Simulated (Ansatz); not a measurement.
# MgBe3S4, from a guessed structure to a relaxed one, part 2 of 2

This structure for MgBe3S4 is made up. Its elements were placed in a known structure type with a cell scaled to their sizes. What cell does the guess relax to, and how far off was it?

Ansatz 0.2.0; DFT, PBE, plane-wave PAW, files of the set soft_1, scalar-relativistic, no spin, cell and ions relaxed at zero pressure; PAW set soft_1 (the session's first sound run).

So far: Set-up; Relaxing cell and atoms. The relaxed cell has a = 5.093 Å (conventional setting).

## Step 3: Bands of the relaxed cell

A second self-consistent run takes a narrower smearing and the mesh shown in its input; the bands follow along the standard path of the relaxed lattice.

This step: DFT, PBE, plane-wave PAW, files of the set soft_1, scalar-relativistic, no spin, bands and density of states at the relaxed cell; PAW set soft_1 (Ansatz 0.2.0).

Input file input.yaml:

```yaml
crystal:
  lattice:
    - [5.0927023867, 0.0, 0.0]
    - [0.0, 5.0927023867, 0.0]
    - [0.0, 0.0, 5.0927023867]
  atoms:
    - { symbol: S, position: [0.231499791, 0.231499791, 0.231499791] }
    - { symbol: S, position: [0.231499791, 0.768500209, 0.768500209] }
    - { symbol: S, position: [0.768500209, 0.231499791, 0.768500209] }
    - { symbol: S, position: [0.768500209, 0.768500209, 0.231499791] }
    - { symbol: Mg, position: [0.5, 0.5, 0.5] }
    - { symbol: Be, position: [0.5, 0.0, 0.0] }
    - { symbol: Be, position: [0.0, 0.5, 0.0] }
    - { symbol: Be, position: [0.0, 0.0, 0.5] }
kpoints:
  mp_grid: { grid: [6, 6, 6] }
  band_path:
    path:
      - [[0.0, 0.0, 0.0], [0.0, 0.5, 0.0], [0.5, 0.5, 0.0], [0.0, 0.0, 0.0], [0.5, 0.5, 0.5], [0.0, 0.5, 0.0]]
      - [[0.5, 0.5, 0.0], [0.5, 0.5, 0.5]]
    npoints: 13
scf:
  occupations: { method: fermi_dirac, width: 0.03 }
  n_extra_bands: 12
hamiltonian:
  xc: pbe
  pseudopotentials: { kind: paw, azcp: { folder: soft_1 } }
output:
  forces: true
  stress: true
  write_bands: true
  dos: { projected: true }
  write_density: true
  write_potential: true
  elf: true
  volumetric_format: npy
```

On the command line:

```
$ ansatz run input.yaml --threads 4 --pin off --max-ram 10240MiB --backend cpu --events-out ev --progress --plain --runs-dir out
```

Numbers of over 12 decimals in the logs are rounded to 6 here.

Log:

```text
[...]
Crystal: 8 atoms, lattice volume = 132.082 Å³
Basis set: ecut = 420 eV, 2553 PW (Γ), exchange–correlation on 72×72×72 points (8 copies of the dense FFT grid, shifted against one another)
Bands: 32, of which v1, the nominal top of the filled ones, is band 20 counted from 1 (19 counted from 0)
Symmetry: 24 space group operations
[...]
k-points: 20 of 216 (time reversal used)
[...]
SCF iter   1: F=—  HF=-5819.703447 eV  |F-HF|=—  |Δ(HF+E_count)|=         —  Δρ=4.47e-2  dr2=2.74e0  ethr=3.10e-3  ⟨swp⟩=9.8  Hψ=3930  notcnv=0
[...]
SCF iter   7: F=-5818.944766 eV  HF=-5818.944766 eV  |F-HF|=1.21e-7  |Δ(HF+E_count)|=   4.64e-6  Δρ=6.97e-6  dr2=7.55e-8  ethr=2.50e-10  ⟨swp⟩=16.2  Hψ=5786  notcnv=0
SCF 1 converged in 7 iterations: F = -5818.944766 eV  dr2 = 7.55e-8
[...]
NSCF: frozen V_eff on 80 k-points
SCF converged after 7 iterations
Free energy (F): -5818.944766 eV
[...]
Internal energy: -5818.944766 eV  (E = F + TS)
E sigma→0 (E₀):  -5818.944766 eV
Fermi energy:    6.218104 eV
[...]
--- Forces (eV/Å), atoms counted from 1 ---
  atom   1  S      0.00340820     0.00340820     0.00340820
  atom   2  S      0.00340820    -0.00340820    -0.00340820
  atom   3  S     -0.00340820     0.00340820    -0.00340820
  atom   4  S     -0.00340820    -0.00340820     0.00340820
  atom   5  Mg     0.00000000     0.00000000     0.00000000
  atom   6  Be     0.00000000    -0.00000000    -0.00000000
  atom   7  Be     0.00000000    -0.00000000     0.00000000
  atom   8  Be     0.00000000     0.00000000    -0.00000000
  max |Σ_I F_I| component: 2.46e-16 eV/Å
--- Stress (GPa, compression-positive) ---
       -0.026278       0.000000       0.000000
        0.000000      -0.026278      -0.000000
        0.000000      -0.000000      -0.026278
  P = ⅓ Tr σ = -0.0263 GPa (-0.263 kbar)
--- Band table (eV; the first three rows and the last of 20) ---
  k-point 0: bands = [... 16 lower, 2.4514, 4.5928, 4.5928, 4.5928, 7.8297, 7.8297, 7.8297, 9.0888, ... 8 higher]
  k-point 1: bands = [... 16 lower, 2.5486, 4.1510, 4.4398, 4.4398, 7.9735, 8.2919, 8.2919, 9.4635, ... 8 higher]
  k-point 2: bands = [... 16 lower, 2.7663, 3.2175, 4.0849, 4.0849, 8.4277, 9.4858, 9.4858, 9.7895, ... 8 higher]
  k-point 19: bands = [... 16 lower, 3.6142, 4.1692, 4.1692, 4.1692, 9.3459, 9.3459, 9.3459, 10.3664, ... 8 higher]
```

The job ended after 2.1 s (4 threads of AMD EPYC 9B45 (Zen 5), shared host; peak memory 0.53 GiB).

Reading the cycles: dr2 is the Hartree energy of the density residual (eV), the measure of convergence; HF is the Harris–Foulkes estimate of the energy, which meets the free energy F at convergence.

Numbers from this step:

```yaml
free_energy: -5818.9448 eV
fermi_energy: 6.218 eV
pressure: -0.02628 GPa
gap_on_the_k_mesh: 3.237 eV
```

From bands.tsv. Electronic bands along the path, in eV, zero at the valence top; v1 is the highest filled band, c1 the lowest empty one:

| point | v4 | v3 | v2 | v1 | c1 | c2 | c3 | c4 |
| --- | --- | --- | --- | --- | --- | --- | --- | --- |
| Γ | -2.14 | 0.00 | 0.00 | 0.00 | 3.24 | 3.24 | 3.24 | 4.50 |
| X | -1.67 | -1.67 | -0.73 | -0.73 | 4.27 | 4.92 | 5.88 | 6.00 |
| M | -1.51 | -0.95 | -0.56 | -0.56 | 5.44 | 5.44 | 5.84 | 6.05 |
| Γ | -2.14 | 0.00 | 0.00 | 0.00 | 3.24 | 3.24 | 3.24 | 4.50 |
| R | -0.98 | -0.42 | -0.42 | -0.42 | 4.75 | 4.75 | 4.75 | 5.77 |
| X | -1.67 | -1.67 | -0.73 | -0.73 | 4.27 | 4.92 | 5.88 | 6.00 |
| jump to M | -1.51 | -0.95 | -0.56 | -0.56 | 5.44 | 5.44 | 5.84 | 6.05 |
| R | -0.98 | -0.42 | -0.42 | -0.42 | 4.75 | 4.75 | 4.75 | 5.77 |

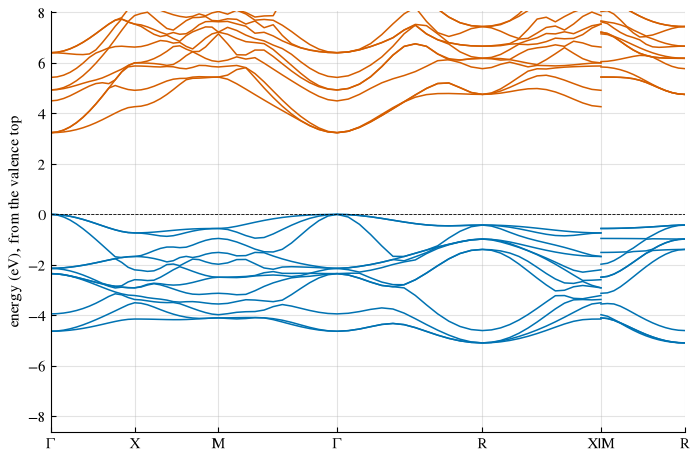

Electronic bands along the path; lines of filled and empty bands in two colours.

Counts of states for the cell as run, both spins, by energy window (eV from the valence-band top):

```
from  to  total
  -8  -7   0.00
  -7  -6   0.00
  -6  -5   0.01
  -5  -4   4.49
  -4  -3   3.49
  -3  -2   5.51
  -2  -1   6.23
  -1   0   4.26
   0   1   0.00
   1   2   0.00
   2   3   0.00
   3   4   0.42
   4   5   2.50
   5   6   4.98
   6   7   6.34
   7   8   6.05
```

Below -8 eV lie 16.0 more states.

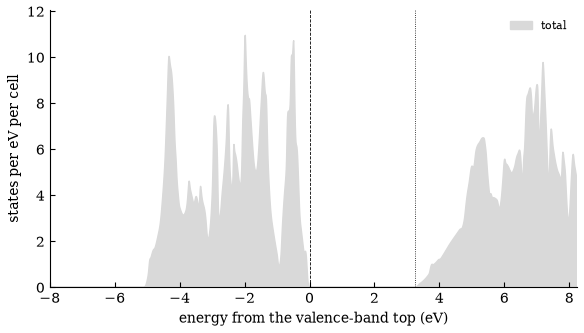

Total density of states, smoothed over about 0.04 eV. The dotted line marks the lowest empty level found on the path.

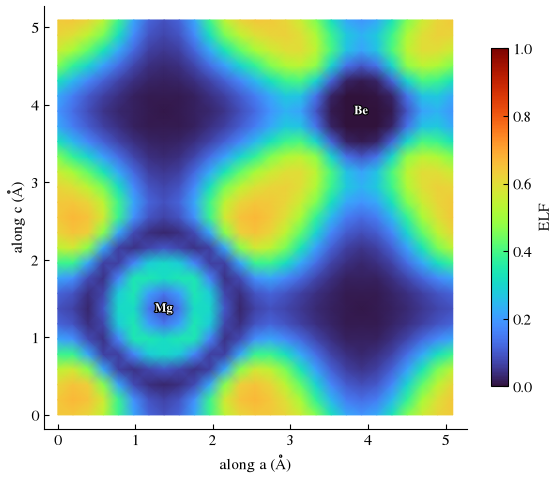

ELF in the ac plane at fractional y = 0.500, with atoms of Mg and Be within 0.2 Å of it. It is the smooth field of the valence electrons, not physical close to the nuclei. The map starts off the cell's origin, so that atoms lie inside it.

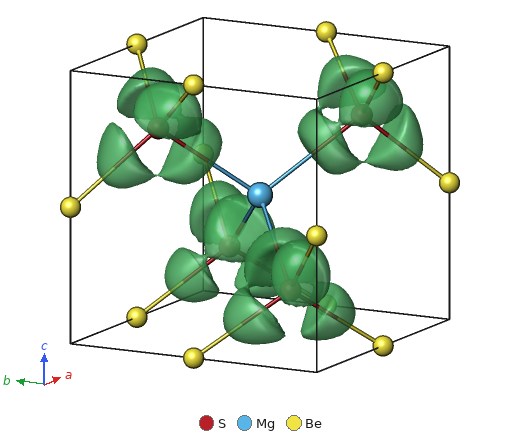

Surface of ELF = 0.85.

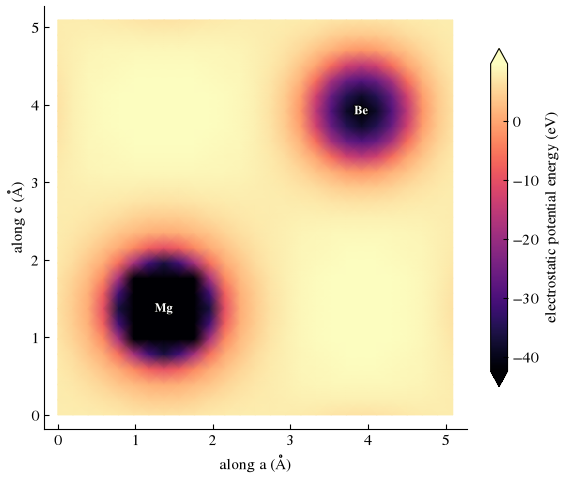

Electrostatic potential energy in the ac plane at fractional y = 0.500, with atoms of Mg and Be within 0.2 Å of it. With pseudopotentials it is smooth inside the atoms' cores, unlike the true potential. The map starts off the cell's origin, so that atoms lie inside it.

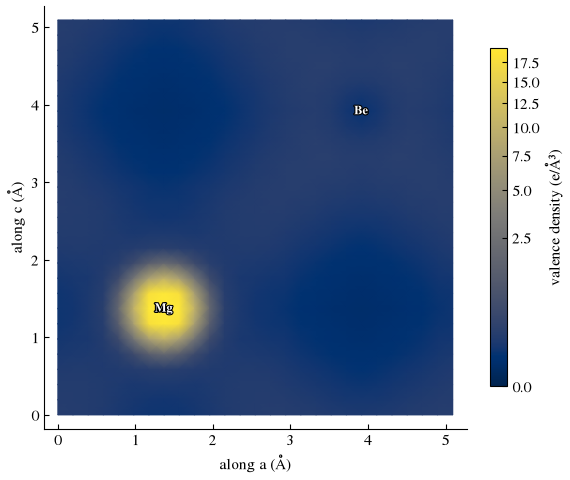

Valence density in the ac plane at fractional y = 0.500, with atoms of Mg and Be within 0.2 Å of it. It is the smooth field of the valence electrons, not physical close to the nuclei. The map starts off the cell's origin, so that atoms lie inside it. The colour scale is stretched toward low values.

## Step 4: What came out

```yaml
space_group_relaxed: P-43m
conventional_cell: a = 5.093, b = 5.093, c = 5.093 Å; α = 90.0°, β = 90.0°, γ = 90.0°
volume_per_atom: 16.51 Å³ (guess 18.21)
```

In words: MgBe3S4 relaxes to P-43m with a = 5.093, b = 5.093 and c = 5.093 Å. The guessed volume was 10 % too large. The space group P-43m was held in the relaxation, so the end point is a stationary structure within it and may be a saddle against distortions or other arrangements. It has a direct Kohn–Sham gap of 3.24 eV, which semilocal functionals understate. On the 6×6×6 mesh with the narrower smearing (relaxed on 5×5×5) the largest force component is 0.003 eV/Å and the largest stress component is 0.026 GPa, within the relaxation's thresholds of 0.015 eV/Å and 0.05 GPa. The cutoff wasn't tested. No dispersion term is used, so weakly bound directions may come out too long. Nothing here tests whether the compound is stable against decomposition.

[Logs are printed without paths, hosts, clocks, repeated set-up lines and the standing remarks that a program may print on its own settings, such as how far it seeks lower states.]

[Hosts, paths, dates, database ids (printed as entryN), source tags and the programs' standing remarks are cut or masked in the printed files.]
